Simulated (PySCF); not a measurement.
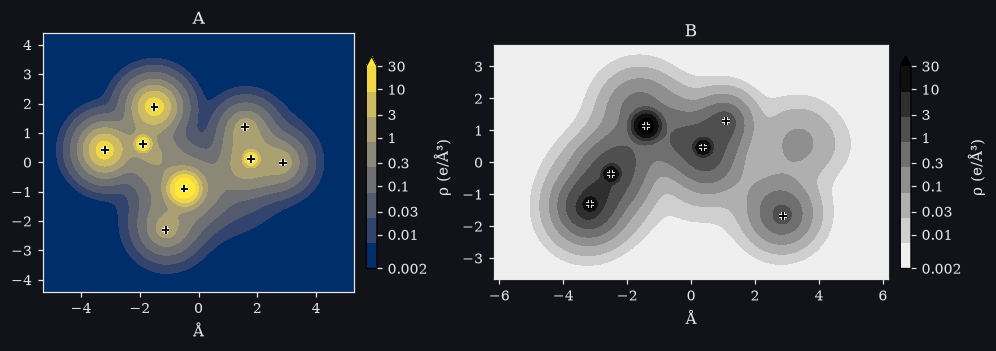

The electron density of 2 systems, each on a plane through atoms (crosses mark nuclei in the plane).

Level of theory: PySCF, CAM-B3LYP/def2-SVPD, SCF density, gas phase.

System 1: C₃H₇BF₂Ge (SMILES F[B](F)[GeH]1[CH2]C[CH2]1), the plane of atoms H11, C6 and H12. Geometry: PBE0-D3(BJ)/def2-SVP.

```
atom    x (Å)    y (Å)    z (Å)
   F   2.5598  -0.3721  -1.0685
   B   2.3797  -0.2003   0.2284
   F   3.4707  -0.1653   0.9715
  Ge   0.4634   0.0104   0.9864
   C  -0.6585   1.2595  -0.0755
   C  -1.1453   0.0435  -0.8972
   C  -0.8808  -1.1309   0.0735
   H   0.4453   0.1060   2.5242
   H  -0.1955   2.0783  -0.6428
   H  -1.4520   1.6774   0.5634
   H  -2.1861   0.1182  -1.2571
   H  -0.5096  -0.0711  -1.7903
   H  -0.5872  -2.0858  -0.3831
   H  -1.7306  -1.3095   0.7506
```

System 2: C₃H₉FN₂Si₂, the plane of atoms C2, Si3 and C4. Geometry: GFN2-xTB.

```xyz
17

N     3.9389   -1.0042    0.9875
C     3.2679   -0.1712    0.5766
Si    2.1443    1.1654   -0.0954
C     0.5277    0.2682   -0.5574
C    -0.1689   -0.3418    0.6500
F    -0.3779    0.6685    1.5966
Si   -1.8704   -1.1414    0.2585
N    -2.7786    0.1621   -0.3988
H     2.8029    1.7094   -1.2862
H     1.9709    2.1533    0.9665
H     0.7225   -0.5356   -1.2684
H    -0.1585    0.9632   -1.0440
H     0.5000   -1.0535    1.1464
H    -1.7149   -2.1319   -0.8045
H    -2.3620   -1.7474    1.5011
H    -2.7355    1.0548    0.0696
H    -3.7153   -0.0061   -0.7282
```

Match each panel to its system.

Answer. Panel A is system 1, C₃H₇BF₂Ge: the plane holds F, B, Ge, C and H. B–F (1.32 Å): the density is about 2.2 e/Å³ at the midpoint. Panel B is system 2, C₃H₉FN₂Si₂: the plane holds N, C, Si and H. C–N (1.15 Å): ρ is about 3.7 e/Å³ halfway.
